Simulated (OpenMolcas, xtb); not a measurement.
## C2H3F2Si (SMILES [H]/[C]=C\[SiH](F)F): the vertical energy of the quartet above the doublet, rung by rung

C2H3F2Si: 8 atoms, total charge 0, spin state doublet. SMILES: `[H]/[C]=C\[SiH](F)F`. The shape is that of a PBE0-D4/def2-TZVP optimisation. This is one conformer, not always the lowest.

Quantity: the vertical energy of the quartet above the doublet, in eV. The values are calculated.

```
           level            kind     program  value (eV)  CPU time (all runs)
        GFN2-xTB  semi-empirical         xtb        5.31            under 2 s
        GFN0-xTB  semi-empirical         xtb        4.62            under 2 s
     UHF/cc-pVDZ    Hartree–Fock  OpenMolcas        3.42                 17 s
  USVWN5/cc-pVDZ             LDA  OpenMolcas        4.77                 66 s
U-revPBE/cc-pVDZ             GGA  OpenMolcas        4.49              1.7 min
  UM06-L/cc-pVDZ        meta-GGA  OpenMolcas        4.38              2.5 min
   UPBE0/cc-pVDZ   global hybrid  OpenMolcas        4.33                 98 s
```

The values span 3.42 to 5.31 eV. Spin contamination of the reference (⟨S²⟩ at least 0.1 too high) touches UHF/cc-pVDZ. The xTB rows lack spin polarisation, so open shells miss the exchange term that lowers them. Times are those of the runs behind each value, whatever else they computed, on shared processors of several kinds: orders of magnitude only.

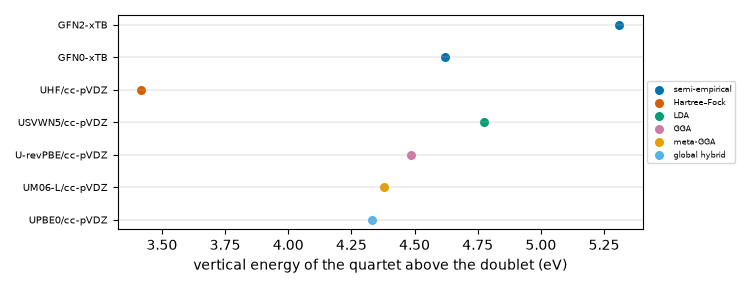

The values of the table, level by level.
